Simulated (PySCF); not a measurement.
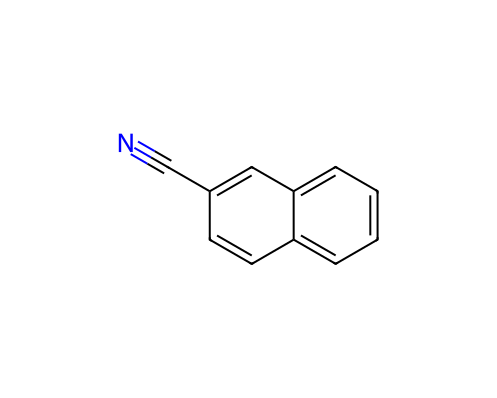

Skeletal drawing of a molecule.

Give its SMILES.

N#Cc1ccc2ccccc2c1

What is the molecular formula?

C11H7N.

An optimisation with GFN2-xTB gave a structure of which point group?

Cs.

More results for the same structure follow; atom numbers are the same in all pictures, views and colours differ. The geometry was computed by an optimisation with GFN2-xTB. No frequency run is at hand to confirm it as a minimum.

**Geometry**

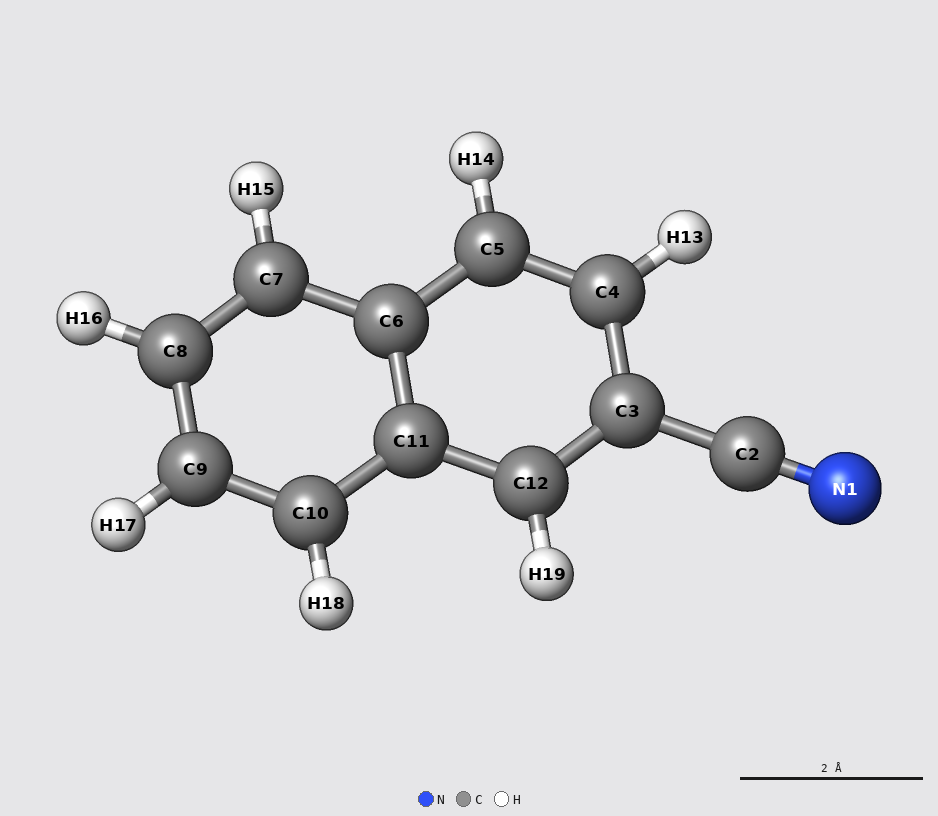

No frequency run is at hand to confirm it as a minimum.

Give these bond angles: N1–C2–C3, C4–C3–C12, C4–C5–H14, C5–C4–H13, C5–C6–C11, C6–C5–H14, C6–C11–C10, C6–C11–C12, C8–C9–H17, C9–C8–H16, C10–C11–C12, C11–C12–H19.

```
      angle  degrees
   N1–C2–C3    179.7
  C4–C3–C12    120.5
  C4–C5–H14    120.3
  C5–C4–H13    121.2
  C5–C6–C11    119.1
  C6–C5–H14    118.6
 C6–C11–C10    119.1
 C6–C11–C12    119.1
  C8–C9–H17    119.4
  C9–C8–H16    119.3
C10–C11–C12    121.8
C11–C12–H19    119.4
```

**Dipole moment**

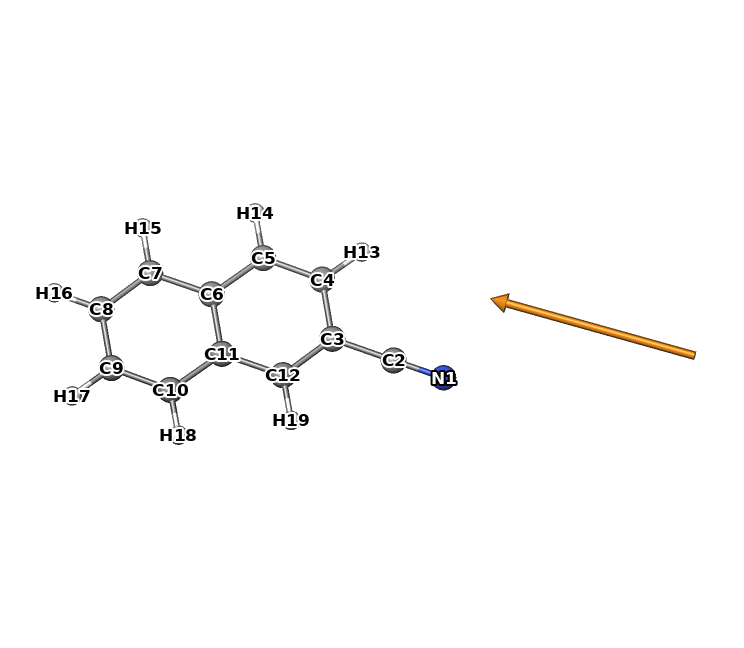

The arrow beside the molecule shows the direction of the dipole moment, from the negative to the positive end (its length means nothing). No frequency run is at hand to confirm it as a minimum. Level of theory: PBE0/pcSseg-1, gas phase (PySCF 2.14.0).

How large is the dipole moment?

5.13 D; it points from the side of N1 to the side of H16 (the outermost atoms at the two ends).

**Quadrupole coupling**

No frequency run is at hand to confirm it as a minimum. Electric field gradients from the ground-state density, PBE0/pcSseg-1 (PySCF 2.14.0), non-relativistic apart from any core potentials.

Give the largest field-gradient component, the quadrupole coupling constant and the asymmetry for 14N at N1 (Q = 20.44 mb), 2H at H13 (Q = 2.86 mb), 2H at H14 (Q = 2.86 mb).

```
atom  V_zz (a.u.)  e²qQ/h (MHz)     η
  N1       −0.964         −4.63  0.10
 H13        0.322         0.217  0.07
 H14        0.324         0.218  0.07
```

**NMR shielding**

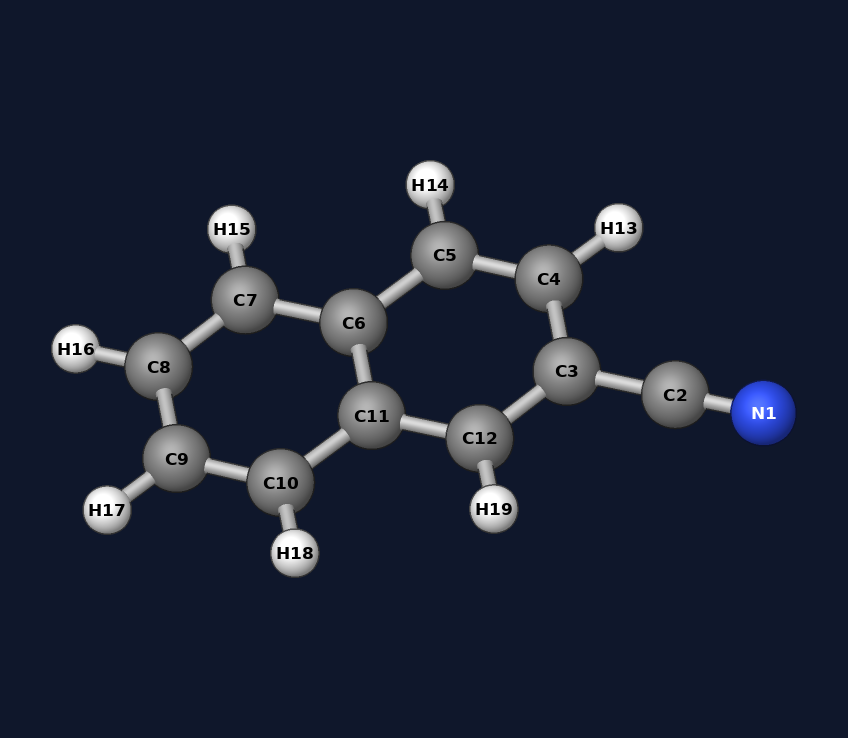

No frequency run is at hand to confirm it as a minimum. Level of theory: GIAO PBE0/pcSseg-1 NMR shielding, non-relativistic, gas phase (PySCF 2.14.0). Principal shieldings σ11 ≤ σ22 ≤ σ33, span Ω = σ33 − σ11, skew κ = 3(σiso − σ22)/Ω.

Give the shielding tensors of the N atoms.

```tsv
atom	σ11	σ22	σ33	σiso	Ω	κ
N1	−201.3	−180.9	237.3	−48.3	438.6	0.91
```

Shieldings and span in ppm.
